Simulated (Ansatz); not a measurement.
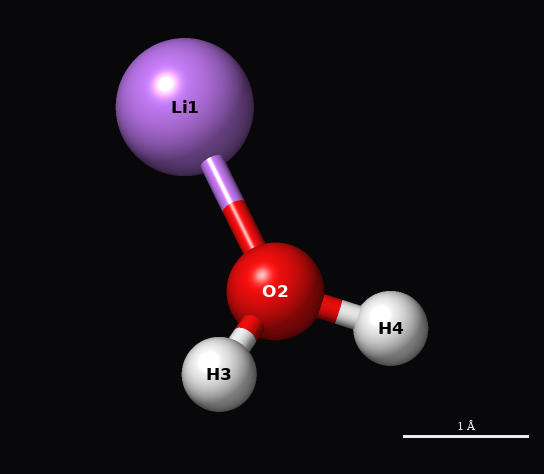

Figure made from data computed with Ansatz.

State: charge +1, singlet. Geometry: a fixed input geometry, not necessarily a minimum.

Give the bond lengths.

| bond | length (Å) |
| --- | --- |
| Li1–O2 | 1.816 |
| O2–H3 | 0.969 |
| O2–H4 | 0.969 |
